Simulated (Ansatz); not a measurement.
Consider NH$_{3}$···H$_{6}$Si$_{2}$ (SMILES N.[SiH3][SiH3]).

Input file:

```
crystal:
  periodic: [false, false, false]
  atoms:
    - {symbol: N, position_ang: [-0.057044, 0.124503, -2.639912]}
    - {symbol: H, position_ang: [0.921110, 0.110848, -2.379352]}
    - {symbol: H, position_ang: [-0.442196, 1.003093, -2.316479]}
    - {symbol: H, position_ang: [-0.517686, -0.615796, -2.125582]}
    - {symbol: Si, position_ang: [-0.519115, -1.105635, 1.349755]}
    - {symbol: Si, position_ang: [0.542802, 0.949935, 1.005655]}
    - {symbol: H, position_ang: [0.398908, -2.044060, 2.048677]}
    - {symbol: H, position_ang: [-1.737374, -0.918590, 2.182043]}
    - {symbol: H, position_ang: [-0.923176, -1.719408, 0.055834]}
    - {symbol: H, position_ang: [1.778768, 0.776274, 0.196645]}
    - {symbol: H, position_ang: [0.917693, 1.540499, 2.319043]}
    - {symbol: H, position_ang: [-0.362790, 1.898538, 0.303674]}
basis:
  gaussian: {orbitals: "def2-TZVPPD.json"}
hamiltonian: {xc: pbe0, dispersion: d4}
output: {orbitals: {seedname: orbitals}}
```

Run with:

```sh
ansatz run in.yaml --threads 4 --pin off --events-out ev --progress --plain --max-ram 9574MiB
```

Geometry: PBE0-D4/def2-TZVP.

Method: RKS PBE0-D4/def2-TZVPPD in Ansatz 0.2.0.

What will maps of the electron density and electron localisation function show?

Si6···N1 (3.79 Å): the density falls to about 0.03 e/Å³ on the way; the ELF dips to about 0 between them: a non-bonded, intermolecular contact.
Si–Si (2.34 Å): ρ at the midpoint is about 0.64 e/Å³; the ELF peaks at about 1 between the atoms, as expected for a covalent bond.
N–H (1.01 Å): the density is about 2.9 e/Å³ at the midpoint; the ELF climbs to about 1 towards the hydrogen, as it does in any bond to H (an ordinary covalent bond to hydrogen).
Si–H (1.49 Å): ρ at the midpoint is about 0.79 e/Å³; the ELF climbs to about 1 towards the hydrogen.

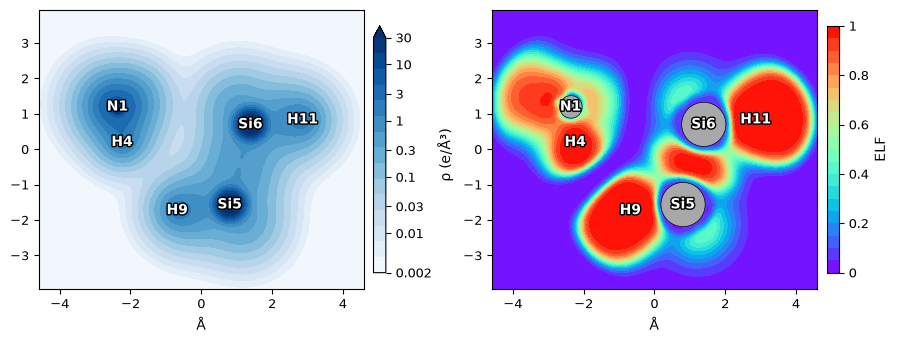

Computed electron density and electron localisation function on the plane of atoms Si6, Si5 and H9, in this order. Grey discs cover the atomic cores in the ELF map. 
